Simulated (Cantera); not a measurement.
Input: 1 mol CCl4, 0.47 mol Si, 3.3 mol H2, held at 280 Pa.

Cantera equilibrium calculation (NASA polynomials, part measured and part estimated; ideal gas, pure solids and liquids). Candidate condensed phases: C, C6H6, C7H8, C8H18, Si, SiC; 109 gas species. The tables' values for SiCl3, SiCl are old estimates; treat these amounts as uncertain. The numbers say what is thermodynamically allowed, not how fast it happens.

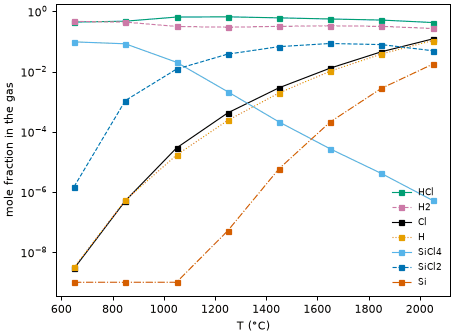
Equilibrium gas composition (values under 1e-9 drawn at 1e-9)

At 650 °C the condensed part is C(graphite). From 850 °C to 1450 °C the condensed part is C(graphite) + SiC(s). From 1650 °C to 2050 °C the condensed part is C(graphite). The main Si-bearing gas is SiCl4 at 650 °C and SiCl2 at 2050 °C.
